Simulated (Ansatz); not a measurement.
**CuH2O (charge +1): density, localisation and related maps**

```xyz
4

Cu   -0.2213   -0.1169   -1.7183
O     0.0244    0.0146    0.2006
H     0.4932    0.7186    0.6626
H    -0.2962   -0.6162    0.8551
```

Geometry: PBE0-D4/def2-TZVP.

Computed with RKS PBE0-D4/def2-TZVPPD in Ansatz.

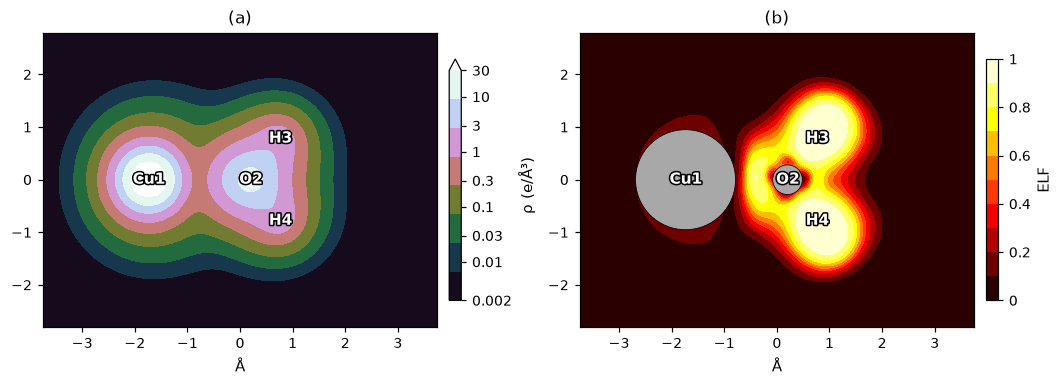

Figure 1. (a) electron density; (b) ELF on the molecular plane. Grey discs cover the atomic cores in the ELF map.

Question: What do the fields say about this system?

Answer:
- The section cuts through Cu, O and H sites.
- Cu–O (1.94 Å): ρ is about 0.58 e/Å³ halfway; the ELF peaks at about 0.90 in the valence shell of O, 0.6 Å from its nucleus, and is about 0.15 at the midpoint.
- O–H (0.96 Å): ρ is about 3.9 e/Å³ halfway; the ELF climbs to about 1 towards the hydrogen, as it does in any bond to H: a covalent bond by its length.

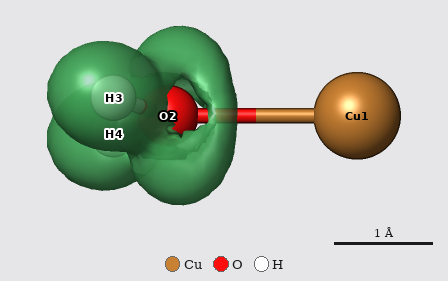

Figure 2. Isosurface of the ELF at 0.8 (green), seen from one side. Only the valence region is drawn (cores and ρ < 0.01 e/Å³ removed).

Question: Identify the bonds, lone pairs and shells in this picture.

Answer: The surface consists of one joined region spread over several atoms (H, O), in which their bonds and any lone pairs are merged.

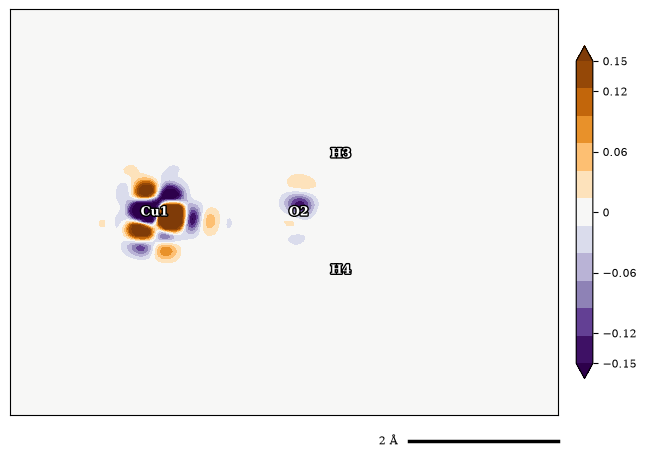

Figure 3. The HOMO−1 on the molecular plane (values in Å⁻³ᐟ²; the overall sign is arbitrary).

Question: Where does this orbital lie, and at what energy?

Answer: Its weight (Hirshfeld) is mainly on Cu1 (about 90 %) and O2 (about 10 %). Its energy is −14.11 eV.
